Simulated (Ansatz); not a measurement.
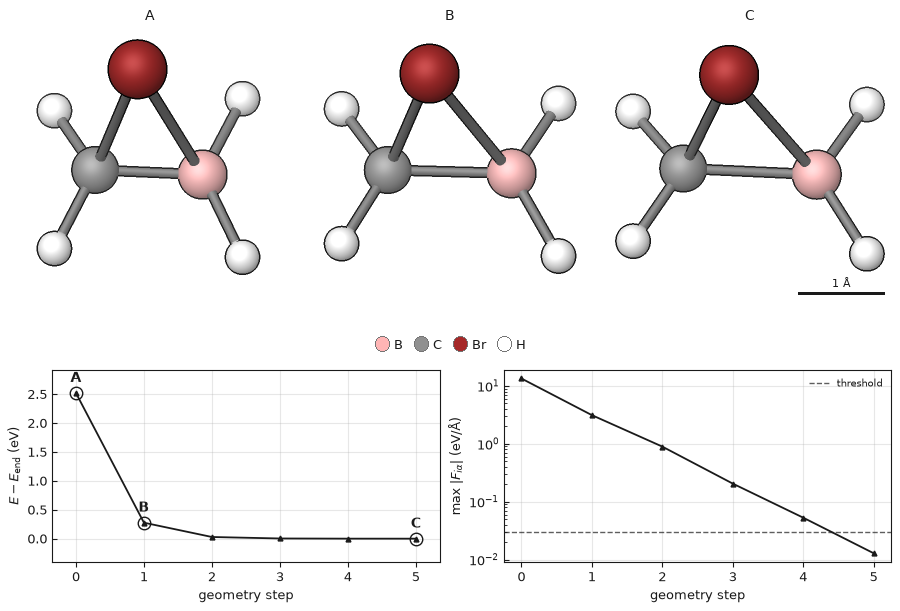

Frames of a relaxation of CH₄BBr, marked on the history of the run. Style: ball-and-stick. Shown at a tilt.

It is one of the separated reactants of a reaction.

Theory: Ansatz 0.2.0, RKS PBE-D4/def2-SVP. (force threshold 0.03 eV/Å; at most 250 steps)

### What happens along the run?

Over 5 geometry steps the energy falls by 2.520 eV. The largest force component goes from 13 to 0.013 eV/Å. The largest moves after the best rigid fit, 0.29 Å, are those of H atoms. Largest moves by element: H 0.29 Å, B 0.17 Å, Br 0.15 Å, C 0.14 Å. Among the contacts that change: B–C 1.261 → 1.568 Å, Br–C 2.142 → 2.011 Å, B–H 1.220 → 1.215 Å, B–Br 2.309 → 2.305 Å. Among the angles between lasting bonds that change: H–B–H 134.4° → 121.3°, H–C–H 124.2° → 113.1°, B–Br–C 32.6° → 41.9°. From step 0 to 1: H atoms move most (0.20 Å), energy −2.243 eV. From step 1 to 5: H atoms move most (0.11 Å), energy −0.277 eV.
